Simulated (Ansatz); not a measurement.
## Run report: C₂H₈OSn, single-point calculation

System: C₂H₈OSn.
Method: RKS PBE0/def2-mTZVP (Ansatz 0.2.0).

The geometry comes from this level: PBE0-D4/def2-SVP. Figures and captions count atoms from 1; the log counts them from 0 in places.

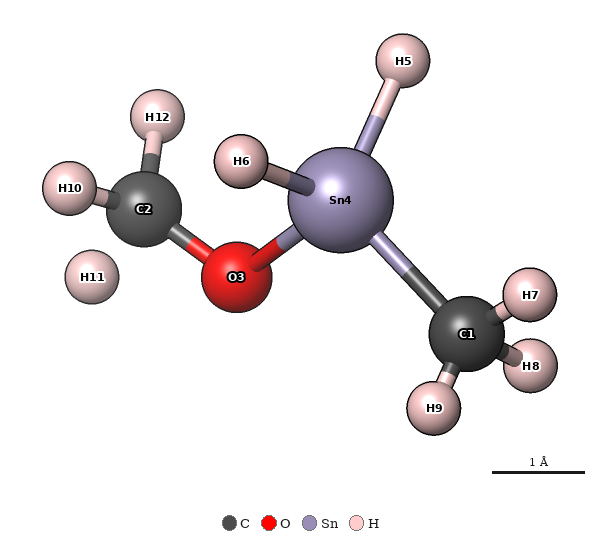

**Figure 1.** The structure (ball-and-stick view, seen at a tilt; atoms are numbered from 1 in the order of the input). Sticks mark near contacts. Bond lengths as drawn: C–H 0.93 to 1.30 Å, C–O 1.31 Å, C–Sn 2.06 Å, H–Sn 1.75 to 1.78 Å and O–Sn 2.14 Å.

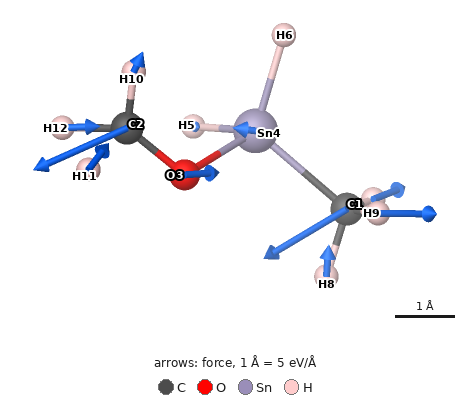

**Figure 2.** Forces on the atoms as blue arrows (ball-and-stick view, seen at a tilt; atoms are numbered from 1 in the order of the input); the smallest are left out. The largest act on C2 (9.15 eV/Å); C1 (9.13 eV/Å); H9 (8.33 eV/Å); H7 (4.74 eV/Å), among others. The geometry is not a stationary point of this energy.

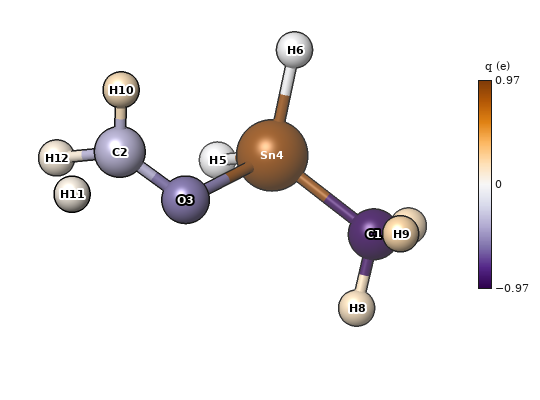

**Figure 3.** Mulliken charges, as the colour of each atom (ball-and-stick view, seen at a tilt; atoms are numbered from 1 in the order of the input). By element: C −0.92 to −0.35, O −0.58, Sn +0.90 and H −0.02 to +0.25 e.

The input and output of the run follow.

### The input
```yaml
crystal:
  periodic: [false, false, false]
  atoms:
    - {symbol: C, position_ang: [-0.512963, 2.245969, -0.579154]}
    - {symbol: C, position_ang: [0.135242, -2.160219, 0.057547]}
    - {symbol: O, position_ang: [-0.484814, -1.064685, -0.290341]}
    - {symbol: Sn, position_ang: [0.575367, 0.712377, 0.269812]}
    - {symbol: H, position_ang: [0.628770, 0.697790, 2.052415]}
    - {symbol: H, position_ang: [2.227244, 0.596621, -0.300138]}
    - {symbol: H, position_ang: [-0.205889, 3.083794, -0.154782]}
    - {symbol: H, position_ang: [-1.683377, 2.267059, -0.240501]}
    - {symbol: H, position_ang: [-0.576316, 2.225960, -1.511079]}
    - {symbol: H, position_ang: [1.066561, -2.457308, -0.306640]}
    - {symbol: H, position_ang: [-0.755958, -3.177967, -0.389536]}
    - {symbol: H, position_ang: [0.046354, -2.637794, 1.261220]}
basis:
  gaussian: {orbitals: def2-mTZVP}
hamiltonian: {xc: {name: PBE0}}
scf: {omitted_lower_state_checks: [starts]}
output: {forces: true}
```

Launch command:
```bash
ansatz run in.yaml --threads 2 --pin off --events-out ev --progress --plain --max-ram 4352MiB
```

### Output
```
Functional definition: PBE0
  name "PBE0"
  cite "Adamo & Barone, J. Chem. Phys. 110, 6158 (1999) doi:10.1063/1.478522"
  cite "Perdew, Burke & Ernzerhof, Phys. Rev. Lett. 77, 3865 (1996) doi:10.1103/PhysRevLett.77.3865"
  parent pbe
  parameter a = 0.25
  parameter kappa = 0.804
  parameter beta = 0.06672455060314922
  exchange = (1 - a)*pbe_x(kappa = kappa, mu = beta*pi^2/3) + a*exact_x
  correlation = pbe_c(beta = beta)
these checks for a lower state are left out or cut short: starts
1284 factors; integrals over basis functions are off by at most 1.1e-3 eV
mean field evaluation 1: about -10063.5083 eV, gradient 7.6e1 eV
mean field evaluation 2: about -10035.5073 eV, gradient 1.3e2 eV
mean field evaluation 4: about -10075.6157 eV, gradient 8.1e0 eV
mean field evaluation 8: about -10075.9097 eV, gradient 2.9e-1 eV
mean field evaluation 16: about -10075.9099 eV, gradient 5.6e-5 eV
mean field -10075.90989013 eV, -370.2828587652 hartree, gradient 5.6e-5 eV, S^2 0.000000; 0 other end points of the search recorded, 0 dependent functions left out
the calculation of the forces begins
reference -10075.90993083 eV, -370.2828602609 hartree; 25, 25 occupied and 97, 97 virtual orbitals, 1284 factors
Total energy: -10075.90993083 eV, -370.2828602609 hartree
Atom 0 at    -0.512963     2.245969    -0.579154 Å, force    -4.891117    -2.761472     7.195786 eV/Å
Atom 1 at     0.135242    -2.160219     0.057547 Å, force    -4.905940    -7.171271     2.866768 eV/Å
Atom 2 at    -0.484814    -1.064685    -0.290341 Å, force     0.871454     3.905900     0.289516 eV/Å
Atom 3 at     0.575367     0.712377     0.269812 Å, force    -0.084768    -1.977237     0.710488 eV/Å
Atom 4 at     0.628770     0.697790     2.052415 Å, force    -0.096625     0.009700    -0.836626 eV/Å
Atom 5 at     2.227244     0.596621    -0.300138 Å, force    -0.467391    -0.082623     0.040874 eV/Å
Atom 6 at    -0.205889     3.083794    -0.154782 Å, force     1.808053     4.177184     1.327368 eV/Å
Atom 7 at    -1.683377     2.267059    -0.240501 Å, force     2.696035    -0.609738    -0.529622 eV/Å
Atom 8 at    -0.576316     2.225960    -1.511079 Å, force     0.045487     0.098319    -8.326950 eV/Å
Atom 9 at     1.066561    -2.457308    -0.306640 Å, force     1.802537     0.008993    -0.888040 eV/Å
Atom 10 at    -0.755958    -3.177967    -0.389536 Å, force     2.716030     2.355643     0.831411 eV/Å
Atom 11 at     0.046354    -2.637794     1.261220 Å, force     0.506244     2.046603    -2.680973 eV/Å
Dipole moment:     0.243592     0.681505     0.025132 e Å
Checks for a lower state left out: starts
```

### Summary

```json
{"quantity": "outcome", "value": "converged"}
{"quantity": "total energy", "value": "−10075.9099 eV"}
{"quantity": "SCF solution under orbital rotations", "value": "stable"}
{"quantity": "largest force (length of the vector)", "value": "9.150 eV/Å"}
{"quantity": "dipole moment", "value": "3.48 D"}
{"quantity": "hardware", "value": "2 threads of Arm Neoverse V1, 23 GiB of memory available, shared host"}
{"quantity": "wall time", "value": "3.8 s (CPU time 7.3 s)"}
{"quantity": "peak memory", "value": "0.27 GiB"}
```
